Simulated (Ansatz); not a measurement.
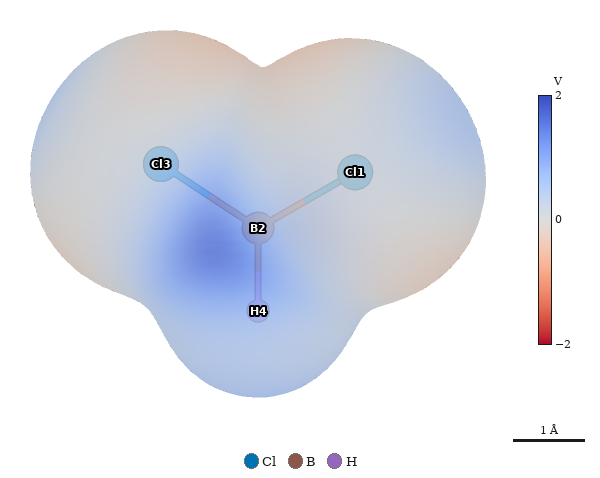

Figure. BCl2H (SMILES ClBCl). The molecular electrostatic potential painted on the density surface at 0.002 e/bohr³, seen at a tilt; the colour scale runs from red (negative) to blue (positive).

Geometry: PBE0-D4/def2-TZVP.

Computed with RKS PBE0-D4/def2-TZVPP in Ansatz 0.2.0.

Which sites attract a positive test charge, and which a negative one?

A positive charge is drawn to the negative regions and a negative charge to the positive ones. The most negative region (about −0.3 V) lies over Cl1 and Cl3, the most positive (about +1.5 V, or +35 kcal/mol for a unit charge) over B2. Cl1 shows a σ-hole: about +0.5 V, or +12 kcal/mol for a unit charge at the tip opposite its bond, against about −0.1 V on its flanks. Cl3 shows a σ-hole: about +0.5 V, or +12 kcal/mol for a unit charge at the tip opposite its bond, against about −0.1 V on its flanks.
